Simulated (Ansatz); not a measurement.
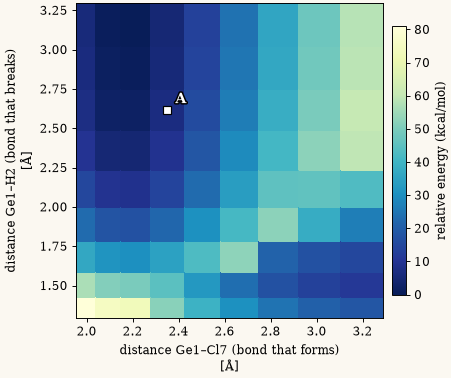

The reacting system ClGeH5 (fragments GeH₄ + ClH where the first distance is long, ClGeH₃ + H₂ where the second is long). Coordinates scanned: (1) distance Ge1–Cl7 (bond that forms); (2) distance Ge1–H2 (bond that breaks). Relaxed at each point: all other coordinates. The scan uses a 9 × 9 grid. Points are written as (first, second). All energies are given in kcal/mol relative to the lowest grid point. Energies and slopes of some neighbouring points disagree (a jump in structure or state, or too coarse a mesh). The reference is spin-restricted, so regions where a bond is pulled apart into radicals lie too high. The calculation used RKS r2SCAN0-D4/def2-SVP in Ansatz.

Drawn: one coloured cell a grid point, the point A.

Is A at rest? If not, where is it pushed?

Answer. A, at (2.350 Å, 2.615 Å), is not a stationary point. The computed force is 49 kcal/mol for each Å towards smaller values of the first coordinate and 7.3 kcal/mol for each Å towards larger values of the second coordinate.
